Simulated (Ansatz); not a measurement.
Si4H10 (SMILES [SiH3][SiH]([SiH3])[SiH3]): methods side by side

Si4H10, singlet, SMILES `[SiH3][SiH]([SiH3])[SiH3]`. Each level relaxes the structure for itself.

Quantity: the highest harmonic wavenumber at each level's own minimum, in cm⁻¹. The values are calculated.

```tsv
level	kind	program	value (cm⁻¹)
HF/STO-3G	Hartree–Fock	Ansatz	2907
HF/3-21G	Hartree–Fock	Ansatz	2280
HF/6-31G* (Cartesian functions)	Hartree–Fock	Ansatz	2373
B3LYP/6-31G* (Cartesian functions)	global hybrid	Ansatz	2248
MP2/6-31G* (Cartesian functions)	perturbation theory	Ansatz	2311
```

Harmonic and unscaled. The values span 2248 to 2907 cm⁻¹. Without the sets that lack polarisation functions the rows with a basis span only 2248 to 2373 cm⁻¹.

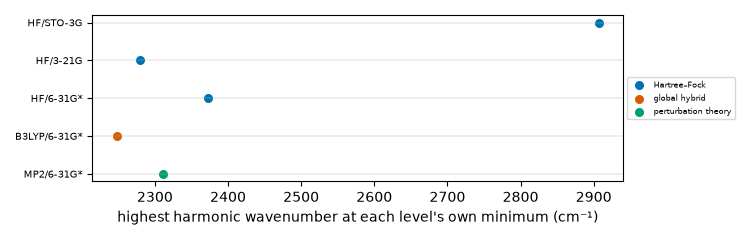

The values of the table, level by level.
